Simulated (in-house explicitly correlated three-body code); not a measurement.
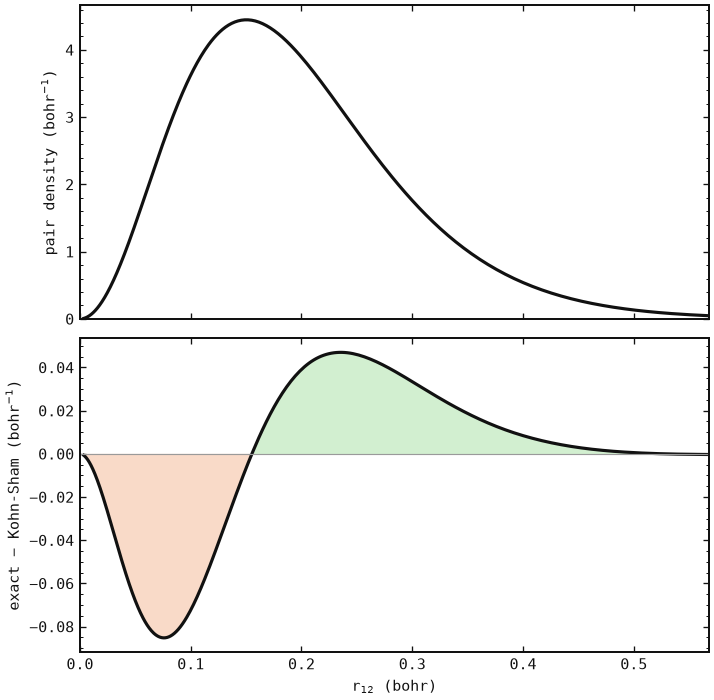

Two electrons around a point charge Z = 11.6. Computed variationally in 260 exponentially correlated functions with an in-house code, non-relativistic, converged to about 10⁻⁸ of the energy. The plot shows the distribution of the distance r₁₂ between the electrons in the ground state (one pair, times 4πr₁₂²) and its difference from that of the Kohn-Sham determinant with the same density, the Coulomb hole.

Describe both curves.

Answer. The pair density peaks near r₁₂ = 0.15 bohr, and ⟨r₁₂⟩ = 0.1965 bohr. Correlation takes weight from short distances: the hole is deepest (−0.085 bohr⁻¹) near 0.076 bohr and first changes sign near 0.15 bohr, moving 0.75 % of the pair outwards. The mean cosine of the angle between the electrons is −0.0115, and the density-functional correlation energy is −45.82 millihartree.
